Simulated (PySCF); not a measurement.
**PbCl (charge +1): density, localisation and related maps**

```xyz
2

Pb    0.0000    0.0000   -0.3459
Cl    0.0000    0.0000    2.0571
```

Core potentials replace the inner electrons of Pb.

Level of theory: PySCF 2.14.0, PBE0/def2-SVPD, non-relativistic Hamiltonian with scalar-relativistic core potentials where named, at a bond length of 2.403 Å.

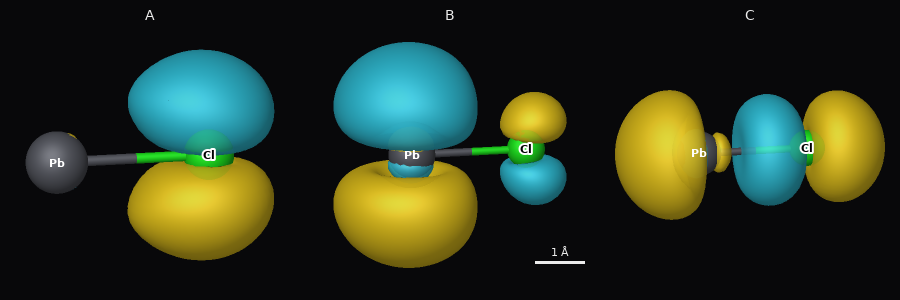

Figure 1. Three frontier orbitals, each drawn at the value that holds 80 % of its norm (yellow and cyan are the two phases), in no order; of a degenerate pair one member is drawn.

> Label each orbital by symmetry, say whether it is occupied, and order them by energy.

Orbital C: σ, occupied, −14.94 eV; shared between the atoms (Pb 35 %, Cl 65 %).
Orbital A: π, occupied, −14.53 eV; mainly on Cl (90 %).
Orbital B: π, empty, −8.94 eV; mainly on Pb (90 %).

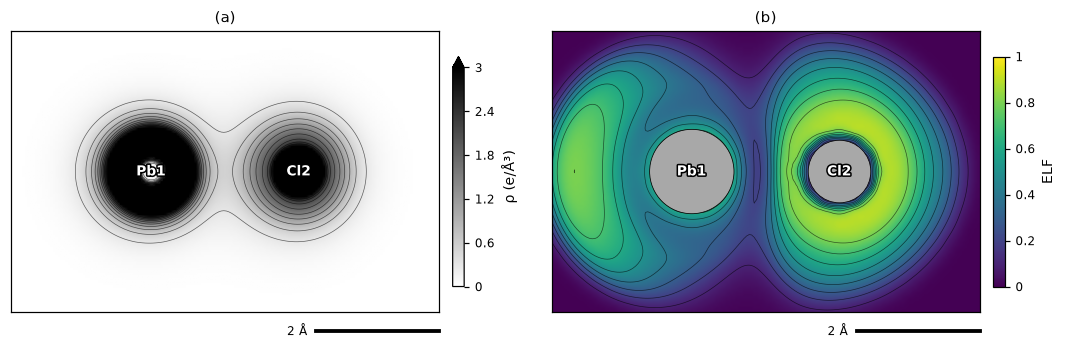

Figure 2. (a) electron density; (b) ELF on a plane that holds the molecular axis. Grey discs cover the atomic cores in the ELF map.

> Describe what can be read from this map.

- Atoms in the plane: Pb and Cl.
- Pb–Cl (2.40 Å): ρ at the midpoint is about 0.53 e/Å³; the ELF peaks at about 0.80 in the valence shell of Cl, 0.8 Å from its nucleus, and drops to about 0.20 between the two atoms.
- The ELF also peaks beside Cl2, away from the bonds: lone-pair regions.

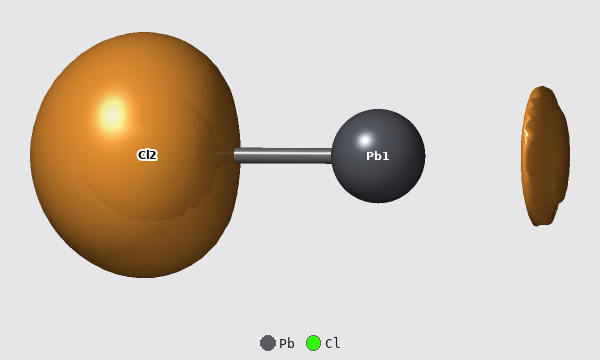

Figure 3. Isosurface of the ELF at 0.75 (orange), seen from one side. Only the valence region is drawn (cores and ρ < 0.01 e/Å³ removed).

> Describe the localisation domains.

At this value the surface marks out one lobe on Pb, pointing away from the bonds (lone pairs) and one region wrapped around Cl (its valence shell).
